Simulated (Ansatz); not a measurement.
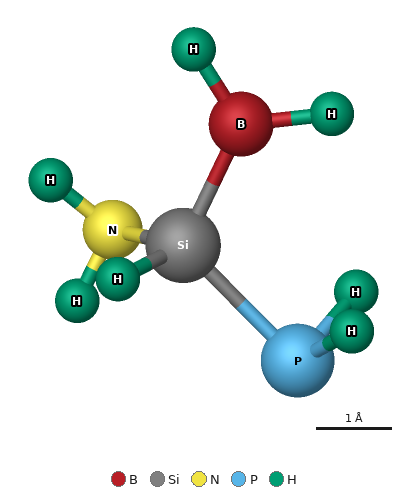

Figure 1. The input geometry (ball-and-stick view, seen at a tilt). Bond lengths as drawn: B–H 1.22 to 1.23 Å, B–Si 1.87 Å, H–N 1.08 to 1.10 Å, H–P 1.42 to 1.53 Å, H–Si 1.50 Å, N–Si 1.79 Å and P–Si 2.21 Å.

## Run report: BSiPNH$_{7}$, geometry relaxation (part 1 of 2)

The run: geometry relaxation of BSiPNH$_{7}$, SMILES B[SiH](N)P. Method and program: RKS PBE-D4/def2-SVP (Ansatz 0.2.0).

The geometry: force-field start.

**The program's output**
```
Functional definition: PBE
  name "PBE"
  cite "Perdew, Burke & Ernzerhof, Phys. Rev. Lett. 77, 3865 (1996) doi:10.1103/PhysRevLett.77.3865"
  parent pbe
  parameter kappa = 0.804
  parameter beta = 0.06672455060314922
  exchange = pbe_x(kappa = kappa, mu = beta*pi^2/3)
  correlation = pbe_c(beta = beta)
1135 factors; their error is unknown
mean field evaluation 1: about -19419.2919 eV, gradient 5.7e1 eV
mean field evaluation 2: about -19361.6353 eV, gradient 1.2e2 eV
mean field evaluation 4: about -19426.3649 eV, gradient 1.3e1 eV
mean field evaluation 8: about -19426.7865 eV, gradient 3.1e-1 eV
mean field evaluation 16: about -19426.7300 eV, gradient 3.6e-4 eV
mean field -19426.73001013 eV, -713.9191599617 hartree, gradient 1.7e-5 eV, S^2 0.000000; 0 other end points of the search recorded, 0 dependent functions left out
the calculation of the forces begins
reference -19426.73004833 eV, -713.9191613656 hartree; 24, 24 occupied and 75, 75 virtual orbitals, 1135 factors
relax step   1: F+E_penalty+E_count = -19426.98190970 eV  Δ(F+E_penalty+E_count) = +0.000e0 eV  max|allowed force component| = 2.219e0 eV/Å  Δτ_max = 0.0000 Å  (29 SCF iters, accepted)
these checks for a lower state are left out or cut short: starts, cluster_reference, orbital_swaps, neighbouring_geometries, increment
1135 factors; their error is unknown
mean field -19427.16208430 eV, -713.9350383946 hartree, gradient 7.6e-6 eV, S^2 0.000000; 0 other end points of the search recorded, 0 dependent functions left out
[... from here on the field's lines of each further geometry are left out, up to the last ...]
relax step   2: F+E_penalty+E_count = -19427.40892939 eV  Δ(F+E_penalty+E_count) = -4.270e-1 eV  max|allowed force component| = 1.273e0 eV/Å  Δτ_max = 0.1944 Å  (29 SCF iters, accepted)
relax step   3: F+E_penalty+E_count = -19427.51367978 eV  Δ(F+E_penalty+E_count) = -1.048e-1 eV  max|allowed force component| = 6.719e-1 eV/Å  Δτ_max = 0.1786 Å  (28 SCF iters, accepted)
relax step   4: F+E_penalty+E_count = -19427.57274595 eV  Δ(F+E_penalty+E_count) = -5.907e-2 eV  max|allowed force component| = 3.639e-1 eV/Å  Δτ_max = 0.2000 Å  (27 SCF iters, accepted)
relax step   5: F+E_penalty+E_count = -19427.61585627 eV  Δ(F+E_penalty+E_count) = -4.311e-2 eV  max|allowed force component| = 1.247e-1 eV/Å  Δτ_max = 0.2000 Å  (28 SCF iters, accepted)
relax step   6: F+E_penalty+E_count = -19427.64445694 eV  Δ(F+E_penalty+E_count) = -2.860e-2 eV  max|allowed force component| = 8.136e-2 eV/Å  Δτ_max = 0.1998 Å  (28 SCF iters, accepted)
relax step   7: F+E_penalty+E_count = -19427.66017180 eV  Δ(F+E_penalty+E_count) = -1.571e-2 eV  max|allowed force component| = 3.207e-1 eV/Å  Δτ_max = 0.1945 Å  (28 SCF iters, accepted)
relax step   8: F+E_penalty+E_count = -19427.67288359 eV  Δ(F+E_penalty+E_count) = -1.271e-2 eV  max|allowed force component| = 2.585e-1 eV/Å  Δτ_max = 0.1222 Å  (29 SCF iters, accepted)
relax step   9: F+E_penalty+E_count = -19427.69409769 eV  Δ(F+E_penalty+E_count) = -2.121e-2 eV  max|allowed force component| = 4.544e-1 eV/Å  Δτ_max = 0.1962 Å  (29 SCF iters, accepted)
relax step  10: F+E_penalty+E_count = -19427.72330312 eV  Δ(F+E_penalty+E_count) = -2.921e-2 eV  max|allowed force component| = 3.079e-1 eV/Å  Δτ_max = 0.1991 Å  (29 SCF iters, accepted)
relax step  11: F+E_penalty+E_count = -19427.70608685 eV  Δ(F+E_penalty+E_count) = +1.722e-2 eV  max|allowed force component| = 8.272e-1 eV/Å  Δτ_max = 0.1951 Å  (29 SCF iters, rejected (line search))
relax step  12: F+E_penalty+E_count = -19427.74174937 eV  Δ(F+E_penalty+E_count) = -1.845e-2 eV  max|allowed force component| = 2.236e-1 eV/Å  Δτ_max = 0.0952 Å  (29 SCF iters, accepted)
relax step  13: F+E_penalty+E_count = -19427.75847946 eV  Δ(F+E_penalty+E_count) = -1.673e-2 eV  max|allowed force component| = 1.438e-1 eV/Å  Δτ_max = 0.0961 Å  (29 SCF iters, accepted)
relax step  14: F+E_penalty+E_count = -19427.78346431 eV  Δ(F+E_penalty+E_count) = -2.498e-2 eV  max|allowed force component| = 1.303e-1 eV/Å  Δτ_max = 0.1463 Å  (30 SCF iters, accepted)
relax step  15: F+E_penalty+E_count = -19427.81888330 eV  Δ(F+E_penalty+E_count) = -3.542e-2 eV  max|allowed force component| = 2.681e-1 eV/Å  Δτ_max = 0.1968 Å  (28 SCF iters, accepted)
relax step  16: F+E_penalty+E_count = -19427.85901132 eV  Δ(F+E_penalty+E_count) = -4.013e-2 eV  max|allowed force component| = 1.775e-1 eV/Å  Δτ_max = 0.1997 Å  (28 SCF iters, accepted)
relax step  17: F+E_penalty+E_count = -19427.88981689 eV  Δ(F+E_penalty+E_count) = -3.081e-2 eV  max|allowed force component| = 2.677e-1 eV/Å  Δτ_max = 0.1991 Å  (27 SCF iters, accepted)
relax step  18: F+E_penalty+E_count = -19427.88963231 eV  Δ(F+E_penalty+E_count) = +1.846e-4 eV  max|allowed force component| = 3.609e-1 eV/Å  Δτ_max = 0.1929 Å  (27 SCF iters, rejected (line search))
relax step  19: F+E_penalty+E_count = -19427.91294648 eV  Δ(F+E_penalty+E_count) = -2.313e-2 eV  max|allowed force component| = 1.881e-1 eV/Å  Δτ_max = 0.0943 Å  (29 SCF iters, accepted)
relax step  20: F+E_penalty+E_count = -19427.92567202 eV  Δ(F+E_penalty+E_count) = -1.273e-2 eV  max|allowed force component| = 2.059e-1 eV/Å  Δτ_max = 0.1000 Å  (29 SCF iters, accepted)
relax step  21: F+E_penalty+E_count = -19427.94194415 eV  Δ(F+E_penalty+E_count) = -1.627e-2 eV  max|allowed force component| = 2.739e-1 eV/Å  Δτ_max = 0.1447 Å  (28 SCF iters, accepted)
relax step  22: F+E_penalty+E_count = -19427.95497090 eV  Δ(F+E_penalty+E_count) = -1.303e-2 eV  max|allowed force component| = 2.389e-1 eV/Å  Δτ_max = 0.1099 Å  (28 SCF iters, accepted)
relax step  23: F+E_penalty+E_count = -19427.97203933 eV  Δ(F+E_penalty+E_count) = -1.707e-2 eV  max|allowed force component| = 3.214e-1 eV/Å  Δτ_max = 0.1932 Å  (29 SCF iters, accepted)
relax step  24: F+E_penalty+E_count = -19427.97398958 eV  Δ(F+E_penalty+E_count) = -1.950e-3 eV  max|allowed force component| = 5.227e-1 eV/Å  Δτ_max = 0.1005 Å  (28 SCF iters, accepted)
relax step  25: F+E_penalty+E_count = -19427.99045925 eV  Δ(F+E_penalty+E_count) = -1.647e-2 eV  max|allowed force component| = 6.046e-1 eV/Å  Δτ_max = 0.1505 Å  (35 SCF iters, accepted)
relax step  26: F+E_penalty+E_count = -19428.00419161 eV  Δ(F+E_penalty+E_count) = -1.373e-2 eV  max|allowed force component| = 1.347e-1 eV/Å  Δτ_max = 0.0614 Å  (29 SCF iters, accepted)
relax step  27: F+E_penalty+E_count = -19428.00861273 eV  Δ(F+E_penalty+E_count) = -4.421e-3 eV  max|allowed force component| = 7.696e-2 eV/Å  Δτ_max = 0.0346 Å  (29 SCF iters, accepted)
relax step  28: F+E_penalty+E_count = -19428.00594079 eV  Δ(F+E_penalty+E_count) = +2.672e-3 eV  max|allowed force component| = 1.170e-1 eV/Å  Δτ_max = 0.0338 Å  (28 SCF iters, rejected (line search))
relax step  29: F+E_penalty+E_count = -19428.00918406 eV  Δ(F+E_penalty+E_count) = -5.713e-4 eV  max|allowed force component| = 2.548e-1 eV/Å  Δτ_max = 0.0167 Å  (30 SCF iters, accepted)
relax step  30: F+E_penalty+E_count = -19428.01109447 eV  Δ(F+E_penalty+E_count) = -1.910e-3 eV  max|allowed force component| = 3.881e-2 eV/Å  Δτ_max = 0.0408 Å  (30 SCF iters, accepted)
relax step  31: F+E_penalty+E_count = -19428.01056131 eV  Δ(F+E_penalty+E_count) = +5.332e-4 eV  max|allowed force component| = 6.385e-2 eV/Å  Δτ_max = 0.0559 Å  (28 SCF iters, rejected (line search))
the calculation of the forces begins
reference -19427.75176013 eV, -713.9567085818 hartree; 24, 24 occupied and 75, 75 virtual orbitals, 1135 factors
relax step  32: F+E_penalty+E_count = -19428.01140579 eV  Δ(F+E_penalty+E_count) = -3.113e-4 eV  max|allowed force component| = 8.383e-3 eV/Å  Δτ_max = 0.0235 Å  (30 SCF iters, accepted)
1135 factors; their error is unknown
mean field evaluation 256: about -19427.7517 eV, gradient 4.6e-4 eV
```

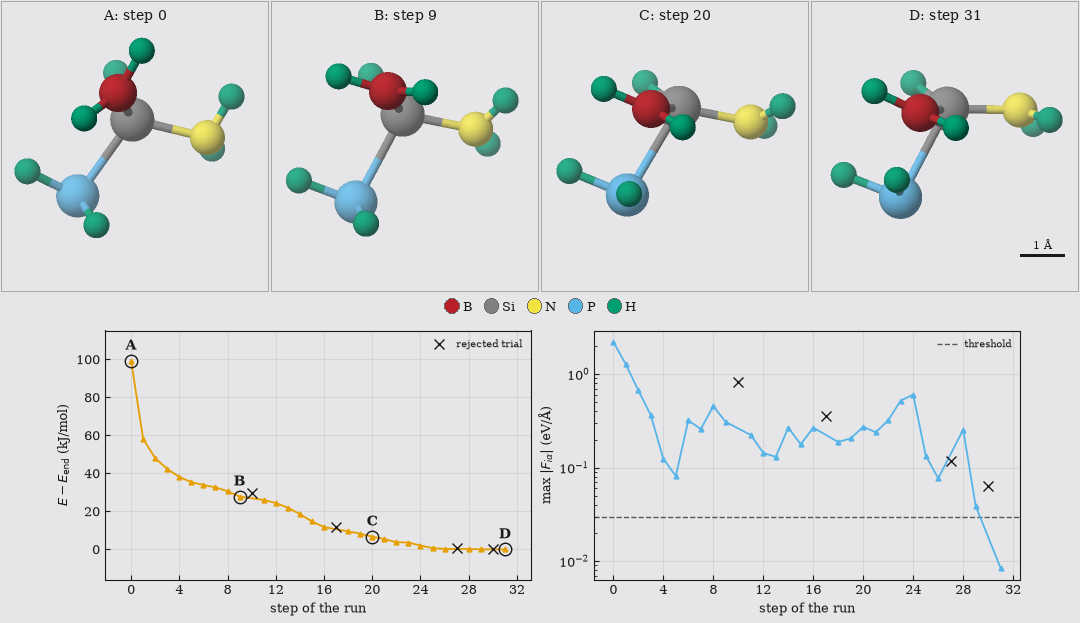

Figure 2. Frames of the relaxation (ball-and-stick view, seen at an oblique angle) above the curves, on which the letters mark them (the first geometry is step 0 here and step 1 in the log).

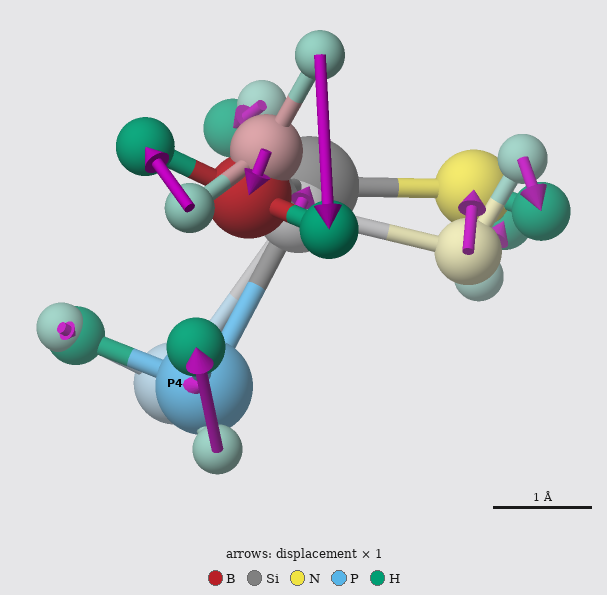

Figure 3. Start (faint) and end (solid) with the displacements as pink arrows, at true length (ball-and-stick view, seen at an oblique angle). The two geometries are laid on each other by the best rigid fit. The atom that moves furthest after the best rigid fit is H6 (1.80 Å). Largest moves by element: H 1.80 Å, P 0.80 Å, N 0.79 Å, B 0.50 Å, Si 0.33 Å. Distances before and after: Si2–P4 2.212 → 2.358 Å, N3–H9 1.101 → 1.022 Å, B1–Si2 1.874 → 1.949 Å, N3–H8 1.081 → 1.023 Å. Among the angles that change: B1–Si2–P4 110.8° → 67.7°, Si2–N3–H8 103.5° → 121.1°, B1–Si2–H7 109.1° → 124.8°. After 31 geometry steps the energy has fallen by 99.3 kJ/mol. The largest force component goes from 2.2 to 0.0084 eV/Å. The line search rejected the trial steps at points 10, 17, 27, 30 (counted from 0) and went back. (Atoms are counted from 1 in the order of the input.)

```
mean field -19427.75172399 eV, -713.9567072534 hartree, gradient 2.4e-5 eV, S^2 0.000000; 1 other end points of the search recorded, 0 dependent functions left out
the calculation of the forces begins
reference -19427.75176013 eV, -713.9567085818 hartree; 24, 24 occupied and 75, 75 virtual orbitals, 1135 factors
Total energy: -19428.01144194 eV, -713.9662517121 hartree
Atom 0 at    -0.724898     1.113710    -0.371570 Å, force    -0.002707     0.001945    -0.002464 eV/Å
Atom 1 at     0.645259     0.012087     0.469472 Å, force     0.001587    -0.005742    -0.002515 eV/Å
Atom 2 at     0.347003    -0.913419     1.901507 Å, force    -0.005024    -0.000454     0.001135 eV/Å
Atom 3 at    -0.063994    -0.869287    -1.599654 Å, force     0.002247     0.004948     0.006343 eV/Å
Atom 4 at    -0.424359     2.094458    -1.021531 Å, force    -0.002375     0.001953    -0.002148 eV/Å
Atom 5 at    -1.874246     0.929407    -0.006134 Å, force     0.001424     0.000458     0.004553 eV/Å
Atom 6 at     2.120318     0.217264     0.314755 Å, force     0.000741    -0.002357     0.002535 eV/Å
Atom 7 at     0.901970    -1.744301     2.118930 Å, force    -0.005748     0.004808    -0.001917 eV/Å
Atom 8 at    -0.613623    -1.006674     2.238533 Å, force     0.008384    -0.003042     0.001774 eV/Å
Atom 9 at     0.875967    -0.084088    -2.356849 Å, force     0.000065     0.000624    -0.003973 eV/Å
Atom 10 at    -1.123897     0.193843    -1.666958 Å, force     0.001407    -0.003141    -0.003323 eV/Å
Dipole moment:     0.109366    -0.336450     0.181910 e Å
```

**Trajectory as extended XYZ (Å, eV, eV/Å), 32 frames, from step=1 to step=32**
```
11
Properties=species:S:1:pos:R:3:forces:R:3 step=1 energy=-19426.98191
B    -0.6743    1.4485    0.0071   -1.8009   2.2195  -0.4330
Si    0.4326   -0.0490    0.2192    1.0183  -1.3109   0.8626
N    -0.2966   -1.1447    1.4308    1.4842  -0.1156   1.8903
P     0.7037   -1.1039   -1.7063   -1.2505  -1.2749  -0.7478
H    -1.1972    1.7172   -1.0781    0.1826   0.0035   0.2965
H    -0.9542    2.2122    0.9142   -0.0009  -0.0038   0.0470
H     1.7905    0.4052    0.6692    0.4079   0.2121  -0.0604
H     0.4456   -1.9219    1.5484   -1.3209   0.9918   0.0205
H    -0.2627   -0.6097    2.3928   -0.1491  -1.1690  -1.9155
H     0.8883    0.0986   -2.4381    0.0290   0.4353  -0.1146
H    -0.8102   -1.1095   -1.9387    1.4002   0.0120   0.1544
11
Properties=species:S:1:pos:R:3:forces:R:3 step=2 energy=-19427.40893
B    -0.7339    1.5654    0.0676   -0.5990   0.8962  -0.3410
Si    0.4405    0.0045    0.1961    0.3279  -1.2725   0.3373
N    -0.2695   -1.1593    1.3626    0.7995   0.3739   1.0249
P     0.7233   -1.2580   -1.6832   -0.3909   0.1342   0.0254
H    -1.2248    1.8952   -1.0051    0.0606  -0.0080   0.1231
H    -0.9901    2.3062    1.0016    0.0023  -0.1465   0.0760
H     1.8349    0.4849    0.5696    0.0526   0.1210  -0.0852
H     0.4201   -1.9356    1.5059   -0.5477   0.3341  -0.1385
H    -0.3082   -0.6883    2.3067   -0.1677  -0.4745  -0.7287
H     0.8906   -0.0073   -2.3663    0.0920   0.0431  -0.3353
H    -0.7175   -1.2647   -1.9352    0.3704  -0.0011   0.0420
11
Properties=species:S:1:pos:R:3:forces:R:3 step=3 energy=-19427.51368
B    -0.7563    1.5945    0.0854   -0.2142   0.0245  -0.0215
Si    0.4362   -0.0313    0.1982    0.0210  -0.1436   0.2149
N    -0.2681   -1.1133    1.4503    0.6719   0.0351  -0.4392
P     0.7468   -1.2686   -1.7267    0.0978   0.2452   0.1887
H    -1.2354    1.9736   -0.9704    0.0913   0.0515   0.0253
H    -1.0549    2.2459    1.0786    0.0734  -0.1286  -0.0591
H     1.8449    0.4997    0.4919   -0.0939  -0.0359  -0.0188
H     0.3141   -1.9610    1.5652   -0.2234   0.0564  -0.0668
H    -0.2616   -0.6610    2.3715   -0.1527   0.1214   0.1084
H     0.9538   -0.0690   -2.5215    0.0168  -0.1530   0.1785
H    -0.6540   -1.2663   -2.0020   -0.2878  -0.0730  -0.1102
11
Properties=species:S:1:pos:R:3:forces:R:3 step=4 energy=-19427.57275
B    -0.7892    1.5642    0.0574    0.3639   0.0118   0.0832
Si    0.4783   -0.0115    0.1836   -0.2140  -0.1309   0.0481
N    -0.1536   -1.0691    1.4435   -0.0013  -0.0498   0.1047
P     0.6886   -1.2860   -1.7147    0.0933   0.0608   0.0806
H    -1.1306    2.0824   -0.9928   -0.0301  -0.0341   0.1050
H    -1.1383    2.0673    1.1123   -0.1900   0.0105  -0.0710
H     1.8712    0.5314    0.4715    0.0634   0.0937  -0.1664
H     0.3082   -1.9712    1.6096    0.0027   0.0664  -0.1129
H    -0.3209   -0.6261    2.3548   -0.0480   0.0171  -0.0819
H     0.9712   -0.1012   -2.4934   -0.0045  -0.0752   0.0065
H    -0.7195   -1.2373   -2.0112   -0.0355   0.0297   0.0043
11
Properties=species:S:1:pos:R:3:forces:R:3 step=5 energy=-19427.61586
B    -0.7719    1.5761    0.0919    0.0883  -0.0679  -0.0725
Si    0.4610   -0.0164    0.1737   -0.0245   0.0866  -0.0029
N    -0.1218   -1.0577    1.4528    0.0262  -0.0926  -0.1041
P     0.6620   -1.3271   -1.6952   -0.1126   0.0766   0.0846
H    -0.9889    2.1992   -0.9340    0.0262   0.0078   0.0941
H    -1.3016    1.9525    1.1243   -0.0637   0.0319  -0.0521
H     1.8704    0.5402    0.3428    0.0429   0.0678  -0.0355
H     0.3843   -1.9318    1.6213   -0.0471   0.0053   0.1247
H    -0.3909   -0.6050    2.3296    0.0183  -0.0687   0.0738
H     1.0054   -0.1651   -2.4758    0.0118  -0.0239  -0.0648
H    -0.7424   -1.2220   -2.0109    0.0343  -0.0230  -0.0454
11
Properties=species:S:1:pos:R:3:forces:R:3 step=6 energy=-19427.64446
B    -0.7682    1.5844    0.0902    0.0218  -0.0561   0.0063
Si    0.4579   -0.0052    0.1845   -0.0058   0.0267   0.0354
N    -0.0794   -1.0678    1.4687    0.0088   0.0258  -0.0391
P     0.6130   -1.3353   -1.6772   -0.0741   0.0814   0.0310
H    -0.8321    2.3130   -0.8852    0.0341  -0.0301   0.0568
H    -1.4569    1.8639    1.0592   -0.0393   0.0271  -0.0725
H     1.8688    0.5698    0.3024   -0.0025   0.0013  -0.0164
H     0.4495   -1.9230    1.6604   -0.0212   0.0146   0.0582
H    -0.4082   -0.6341    2.3364    0.0435  -0.0606  -0.0101
H     1.0033   -0.2164   -2.4979    0.0108  -0.0200  -0.0413
H    -0.7822   -1.2064   -2.0209    0.0239  -0.0102  -0.0083
11
Properties=species:S:1:pos:R:3:forces:R:3 step=7 energy=-19427.66017
B    -0.7660    1.5867    0.0912   -0.2736   0.1424   0.0614
Si    0.4545    0.0056    0.2044    0.0957  -0.0174   0.1135
N    -0.0502   -1.0806    1.4850    0.0193   0.0410   0.0089
P     0.5689   -1.3212   -1.6622   -0.0763   0.0708  -0.0455
H    -0.6811    2.3746   -0.8469   -0.0077  -0.1345   0.2048
H    -1.6164    1.8086    0.9628    0.2341  -0.0400  -0.3207
H     1.8701    0.5776    0.2878   -0.0261  -0.0407  -0.0016
H     0.4997   -1.9216    1.6833   -0.0030   0.0266  -0.0175
H    -0.3838   -0.6627    2.3592    0.0204  -0.0166  -0.0434
H     0.9920   -0.2452   -2.5264   -0.0121  -0.0276   0.0329
H    -0.8222   -1.1788   -2.0178    0.0294  -0.0041   0.0071
11
Properties=species:S:1:pos:R:3:forces:R:3 step=8 energy=-19427.67288
B    -0.7660    1.5790    0.0830   -0.2396   0.1651  -0.0008
Si    0.4624    0.0083    0.2203    0.0902   0.0358   0.1141
N    -0.0348   -1.0850    1.4960   -0.0167   0.0508   0.0843
P     0.5441   -1.3047   -1.6564   -0.0760   0.0435  -0.0784
H    -0.6067    2.3961   -0.8204   -0.0273  -0.1495   0.1881
H    -1.6934    1.7717    0.8754    0.2291  -0.0527  -0.2585
H     1.8815    0.5695    0.2937   -0.0240  -0.0549  -0.0064
H     0.5183   -1.9238    1.6917    0.0211   0.0016  -0.0280
H    -0.3594   -0.6695    2.3758    0.0193  -0.0247  -0.0824
H     0.9675   -0.2376   -2.5307   -0.0058  -0.0172   0.0424
H    -0.8480   -1.1609   -2.0079    0.0296   0.0022   0.0256
11
Properties=species:S:1:pos:R:3:forces:R:3 step=9 energy=-19427.69410
B    -0.7616    1.5608    0.0537   -0.2044   0.0859  -0.0018
Si    0.4899    0.0154    0.2566    0.0425   0.0667   0.0672
N    -0.0101   -1.0896    1.5182    0.2549  -0.3283  -0.3424
P     0.4960   -1.2625   -1.6483   -0.0611   0.0139  -0.0411
H    -0.5248    2.3939   -0.8142   -0.0322  -0.1036   0.1455
H    -1.7909    1.7017    0.7202    0.2636  -0.0667  -0.2212
H     1.9231    0.5310    0.3116   -0.0231  -0.0407  -0.0028
H     0.5477   -1.9303    1.7111   -0.0550   0.1263  -0.0744
H    -0.3286   -0.6859    2.3895   -0.1928   0.2201   0.4544
H     0.9267   -0.1935   -2.5135   -0.0203   0.0033   0.0062
H    -0.9019   -1.0980   -1.9644    0.0278   0.0230   0.0106
11
Properties=species:S:1:pos:R:3:forces:R:3 step=10 energy=-19427.72330
B    -0.7541    1.5200    0.0070   -0.1342   0.1046   0.1308
Si    0.5231    0.0119    0.2936   -0.0876   0.1807   0.0069
N     0.0165   -1.0909    1.5529    0.1000  -0.1066  -0.0851
P     0.4436   -1.2130   -1.6510   -0.0537  -0.0365  -0.0345
H    -0.4513    2.3950   -0.7959   -0.0625  -0.1295   0.0900
H    -1.8556    1.5979    0.5631    0.3079  -0.0909  -0.2590
H     1.9656    0.4934    0.3305   -0.0252  -0.0577  -0.0027
H     0.5783   -1.9253    1.7477   -0.0095   0.0372  -0.0036
H    -0.3219   -0.6848    2.4259   -0.0476   0.0448   0.0966
H     0.8768   -0.1454   -2.5145    0.0045   0.0307   0.0224
H    -0.9555   -1.0158   -1.9389    0.0079   0.0233   0.0381
```
